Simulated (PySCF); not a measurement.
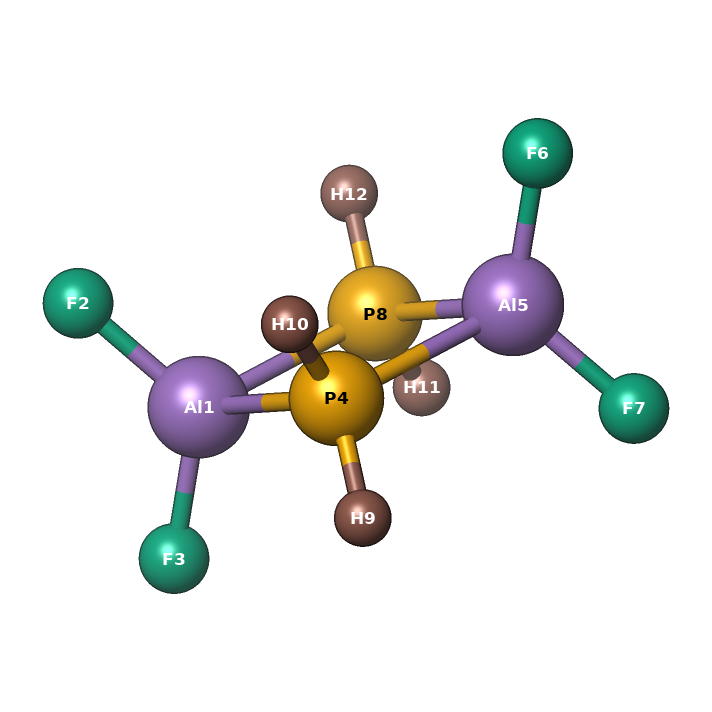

The computed structure is the end point of a PBE0-D3(BJ)/def2-SVP optimisation. No frequency run is at hand to confirm it as a minimum. Level of theory: delta-SCF UKS SCAN, pcX-2 on the ionised atom (unc-x2c-TZVPall on a metal), pcseg-1 elsewhere, spin-free X2C (PySCF 2.14.0).

Give the core-electron binding energies (to vacuum; p and d levels without spin–orbit splitting) of Al1 1s, Al1 2p, F2 1s, P4 1s, P4 2p.

| atom | level | binding energy (eV) |
| --- | --- | --- |
| Al1 | 1s | 1568.0 |
| Al1 | 2p | 81.6 |
| F2 | 1s | 691.6 |
| P4 | 1s | 2150.9 |
| P4 | 2p | 137.8 |
